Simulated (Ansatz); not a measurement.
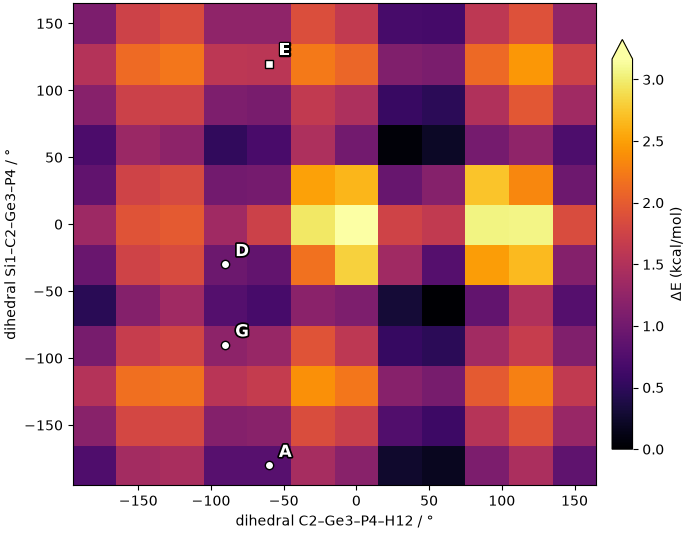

CH₉GePSi, SMILES [SiH3][CH2][GeH2][PH2]. The first coordinate is: dihedral C2–Ge3–P4–H12; the second: dihedral Si1–C2–Ge3–P4. Nothing is relaxed (all other coordinates rigid). The scan uses a 12 × 12 grid. All energies are given in kcal/mol relative to the lowest grid point. These are results of RKS PBE0-D4/def2-SVP (Ansatz 0.2.0), not measurements.

The picture shows one coloured cell a grid point, one colour for all values above the top of the scale, lettered points.

Is A the lowest point of the computed grid?

No. A lies 0.80 kcal/mol above the lowest grid point, which is at dihedral C2–Ge3–P4–H12 = 60°, dihedral Si1–C2–Ge3–P4 = −60°.

Rank the lettered points by energy, lowest first.

A (0.80 kcal/mol), D (0.95 kcal/mol), G (1.21 kcal/mol), E (1.58 kcal/mol).
